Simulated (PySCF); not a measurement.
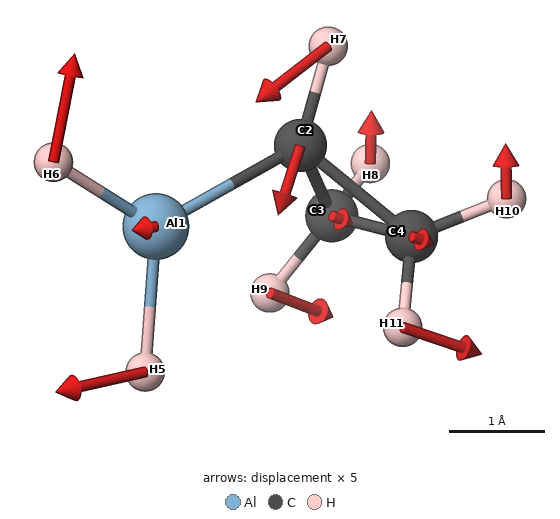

A relaxation of C3H7Al. The starting structure is drawn; red arrows show the displacements, magnified 5 times. The two geometries are superimposed by the best rigid fit.

Style: ball-and-stick. Shown at a tilt.

The start comes from GFN2-xTB.

Computed with PBE0-D3(BJ)/def2-SVP geometry optimisation, gas phase (PySCF 2.14.0, density-fitted response routines). 

Which element moves most?

Hydrogen: up to 0.24 Å, against 0.16 Å for carbon.

What did the optimiser do to the structure, and how much energy did it gain?

The largest move after the best rigid fit is that of H6, 0.24 Å. Largest moves by element: H 0.24 Å, C 0.16 Å, Al 0.06 Å. Some distances before and after: Al1–H6 1.548 → 1.593 Å, Al1–H5 1.553 → 1.595 Å, Al1–C2 1.976 → 1.936 Å, C3–H8 1.080 → 1.094 Å. Among the angles between lasting bonds that change: Al1–C2–H7 129.2° → 118.1°, Al1–C2–C3 110.3° → 119.8°, C2–Al1–H6 127.7° → 122.4°. After 5 geometry steps the energy has fallen by 0.127 eV. The largest force component goes from 0.9 to 0.017 eV/Å.
